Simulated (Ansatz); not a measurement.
# Nb2Si2O: one candidate of a structure search, part 2 of 2

Aim: relax a trial structure of Nb2Si2O and see where it ends.

Ansatz 0.2.0; DFT PBE, scalar-relativistic, plane waves, PAW.

### 4 Relaxation on the finer mesh

The end of the coarse run is made exact in the group found at a tolerance of 0.06 Å and reduced to its primitive cell.

input.yaml

```yaml
crystal:
  lattice:
    - [4.628526899, 0.0, 0.0]
    - [0.0, 4.628526899, 0.0]
    - [0.0, 0.0, 4.5000803657]
  atoms:
    - { symbol: Nb, position: [0.0, 0.5, 0.5] }
    - { symbol: Nb, position: [0.5, 0.0, 0.5] }
    - { symbol: Si, position: [0.0, 0.0, 0.0] }
    - { symbol: Si, position: [0.0, 0.0, 0.5] }
    - { symbol: O, position: [0.5, 0.5, 0.5] }
basis:
  ecutwfc: 420
kpoints:
  mp_grid: { grid: [8, 8, 8] }
hamiltonian:
  xc: pbe
scf:
  occupations: { method: gaussian, width: 0.1 }
output:
  forces: true
  stress: true
  eigenvalues: true
  write_density: true
  write_potential: true
  elf: true
  volumetric_format: npy
relax:
  adjacent_minimum: "off"
  f_tol: 0.01
  max_steps: 80
  cell: { stress_tol: 0.05 }
```

Launch:

```
$ ansatz run input.yaml --threads 1 --pin off --max-ram 2560MiB --backend cpu --events-out ev --progress --plain --runs-dir out
```

What it wrote, shortened:

```text
Warning: RAYON_NUM_THREADS=1 ignored (pool sized by the plan → 1); use --threads N
[...]
Pseudopotentials: kind: paw
Pseudopotential: Nb, paw, valence charge 13, recommended cutoff 420 eV (normal), Nb.paw.azcp
Pseudopotential: Si, paw, valence charge 4, recommended cutoff 420 eV (normal), Si.paw.azcp
Pseudopotential: O, paw, valence charge 6, recommended cutoff 420 eV (normal), O.paw.azcp
Functional definition: PBE
[...]
Crystal: 5 atoms, lattice volume = 96.406 Å³
Basis set: ecut = 420 eV, 1887 PW (Γ), exchange–correlation on 64×64×64 points (8 copies of the dense FFT grid, shifted against one another)
Bands: 25, of which v1, the nominal top of the filled ones, is band 20 counted from 1 (19 counted from 0)
Symmetry: 16 space group operations
Space group: P4/mmm (ITA 123), of the structure as read, at distance tolerance 4.6e-5 Å
k-points: 75 of 512
[...]
--- Stress (GPa, compression-positive) ---
       -0.009486      -0.000000       0.000000
       -0.000000      -0.009486       0.000000
        0.000000       0.000000      -0.027671
  P = ⅓ Tr σ = -0.0155 GPa (-0.155 kbar)
--- Band table (eV; the first three rows and the last of 75) ---
[... band rows left out ...]
[...]
--- Relaxed structure (2 steps of the walk, 2 accepted, 1 SCFs on fresh bases) ---
  F+E_penalty+E_count = -10939.96818761 eV   max|allowed force component| = 2.253e-28 eV/Å   (the final SCF, on the basis selected at the relaxed cell)
  cell:  # Å, volume = 96.4186 Å³
    - [4.629423495184985, 0.0, 0.0]
    - [0.0, 4.629423495184985, 0.0]
    - [0.0, 0.0, 4.498906336079368]
  atoms:
    - { symbol: Nb, position: [1.1052655685945915e-36, 0.5, 0.5000000000000001] }
    - { symbol: Nb, position: [0.5, -1.137773379435609e-37, 0.5000000000000001] }
    - { symbol: Si, position: [1.1052655685945915e-36, 4.876171626152609e-38, 0.0] }
    - { symbol: Si, position: [-1.9504686504610436e-37, 4.876171626152609e-38, 0.5000000000000001] }
    - { symbol: O, position: [0.5, 0.5, 0.5000000000000001] }
```

It took 23 s on 1 thread of AMD EPYC 7R43 (Zen 3), shared host; peak memory 0.53 GiB.

Relaxation path:

| step | energy from step 1 (eV/cell) | largest force component (eV/Å) | pressure (GPa) | volume (Å³) |
| --- | --- | --- | --- | --- |
| 1 | 0.0000 | 0.0000 | 0.02 | 96.41 |
| 2 | 0.0000 | 0.0000 | -0.02 | 96.42 |
| 3 | 0.0000 | 0.0000 | -0.02 | 96.42 |

Step 1 is the start. Step 3 repeats the geometry before it on a plane-wave basis chosen anew for that cell, so its energy need not be comparable with the rows above.

|  | before | after | change |
| --- | --- | --- | --- |
| a (Å) | 4.629 | 4.629 | 0.0 % |
| b (Å) | 4.629 | 4.629 | 0.0 % |
| c (Å) | 4.500 | 4.499 | 0.0 % |
| volume (Å³/atom) | 19.28 | 19.28 | 0.0 % |
| shortest distance (Å) | 2.250 | 2.249 | 0.0 % |
| space group (0.01 Å) | P4/mmm | P4/mmm | same |

Forces and stress were held to the start's 16 operations: a distortion of lower symmetry was not tested.

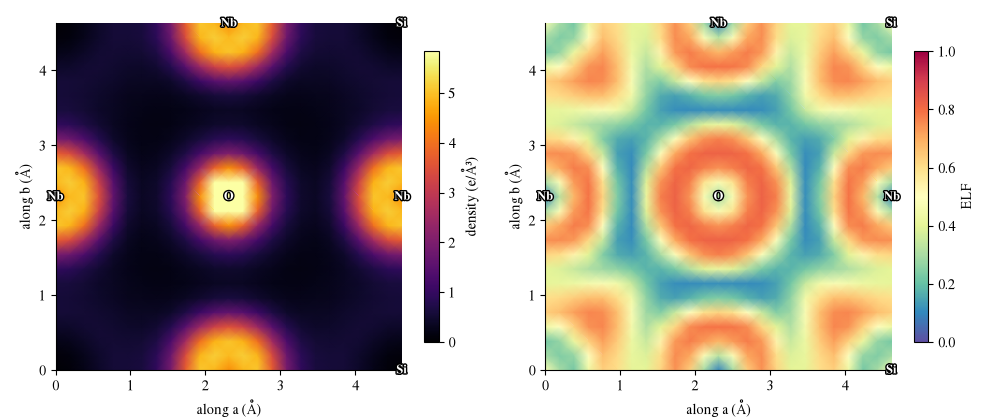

Density (left) and ELF (right) in a lattice plane of the grid's cell (edges 4.63 and 4.63 Å, at 0.500 of the third edge), which holds Nb and Si and O. Only atoms in the plane are labelled; the density scale stops at 5.84 e/Å³. Both are smooth fields of the valence electrons: close to the nuclei they are not physical.

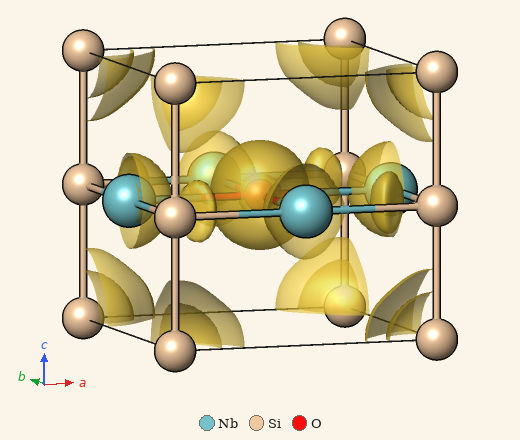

Surface of ELF = 0.70, drawn in one cell.

The highest ELF values outside the cores: 0.83 in the shell around O, 0.6 Å from O; 0.76 beside Si, off the lines to its neighbours, 1.0 Å from Si; 0.75 in the shell around Si, 1.0 Å from Si.

### 5 What came out

This closing draws on all 2 parts. Changes of volume or cell count from the first structure of part 1.

| quantity | value |
| --- | --- |
| symmetry at the end (tolerance 0.05 Å) | space group P4/mmm (No. 123) |
| conventional cell | a = 4.629 Å, b = 4.629 Å, c = 4.499 Å, α = 90.00°, β = 90.00°, γ = 90.00° |
| volume | 19.28 Å³/atom |
| energy over the elements (uncorrected; H, N, O, F and Cl as molecules) | +0.24 eV/atom |
| gap on the mesh | none (metal) |

In words: The space group P4/mmm (No. 123) is kept, and the volume per atom shrinks by 17.2 % from the first guess. The formation energy is positive, so the separate elements lie lower. No finished test with a distortion of lower symmetry is shown, so the end may be a saddle point. Some metallic runs here have no spin polarisation while others do, so their energies compare only roughly. Other magnetic orders were not searched.
